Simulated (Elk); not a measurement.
Band structure of CaCd₂Au₄ (I4/mmm, 7 atoms in the cell).

```
CELL_PARAMETERS angstrom
     -3.55592     3.55592     2.75291
      3.55592    -3.55592     2.75291
      3.55592     3.55592    -2.75291
ATOMIC_POSITIONS crystal
  Ca 0.00000 0.00000 0.00000
  Cd 0.25000 0.75000 0.50000
  Cd 0.75000 0.25000 0.50000
  Au 0.30365 0.30365 0.60730
  Au 0.69635 0.69635 0.39270
  Au 0.30365 0.69635 0.00000
  Au 0.69635 0.30365 0.00000
```

Level of theory: LDA (PW92), all-electron FP-LAPW, Elk's shipped species files, APW+lo basis with extra local orbitals (Elk).

Settings: rgkmax = 7.5; stype = 0; swidth = 0.00367493 Ha; ngridk = 5 5 5; gmaxvr = 14 1/bohr; nxlo = 2; lorbcnd = true; lmaxi = 3; maxscl = 100.

The starting cell comes from a database of computed structures (which also holds hypothetical and non-ambient phases and stackings), without a prior relaxation at this level. Its lattice was rescaled by a random factor within 2.5 % of one. Spin-orbit coupling is off. Values depend on the basis (sphere radii, cutoffs, local orbitals), which need not be converged.

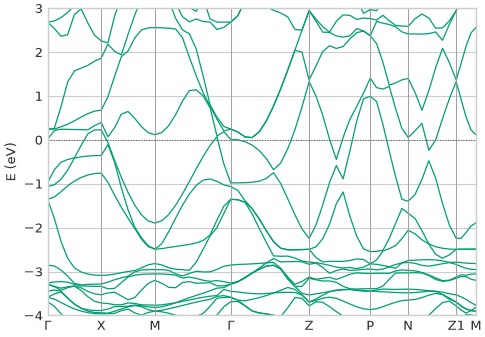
*Bands along the path, energies from the Fermi level.*

Levels in eV from the Fermi level, bands 82 to 89:
```tsv
point	82	83	84	85	86	87	88	89
Γ	-1.35	-1.35	-1.06	-0.98	0.01	0.25	0.25	2.68
X	-3.09	-0.76	-0.35	0.23	0.40	0.68	1.86	2.25
M	-2.82	-2.49	-2.49	-1.89	0.12	2.56	3.67	3.67
Z	-2.79	-2.49	-2.49	-2.24	1.33	1.36	2.95	2.95
P	-2.82	-2.82	-2.55	1.00	1.41	2.37	2.37	2.76
N	-2.75	-2.06	-1.67	-1.40	0.06	1.40	2.42	2.59
Z1	-2.79	-2.49	-2.49	-2.24	1.33	1.36	2.95	2.95
```

Bands cross the Fermi level along this path, so the cell is metallic at this level.
